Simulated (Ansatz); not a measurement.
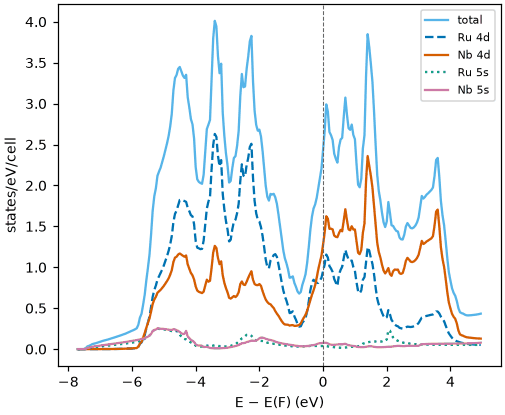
Fig. 1. Total and projected density of states of NbRu (L1₀ or tetragonal B2, space group No. 123), DFT-PBEsol in the program Ansatz with PAW potentials

Which orbitals carry the states next to the Fermi level?

Within 0.5 eV of the Fermi level: Nb 4d 52 %, Ru 4d 40 %. Projections are on Löwdin-orthogonalised atomic valence shells; empty p or d shells of many metals are not among them.

Where is the tallest occupied peak in this window, and what makes it?

Near -3.4 eV, about 4.0 states/eV per cell; the largest projected share is Ru 4d.

Space group P4/mmm (L1₀ or tetragonal B2). The first step of the workflow began from a Materials Project structure, measured or hypothetical; the Crystallography Open Database files this formula in space group No. 123, but the cells were not matched. Whether it is the stable phase at ambient conditions was not checked. The cell was relaxed with PBEsol under the symmetry of its start; of distortions, only those at the zone centre were tested. No spin polarisation was allowed. Spin–orbit coupling is left out wherever it is not named.

Potentials: the later of the program's two PAW sets.
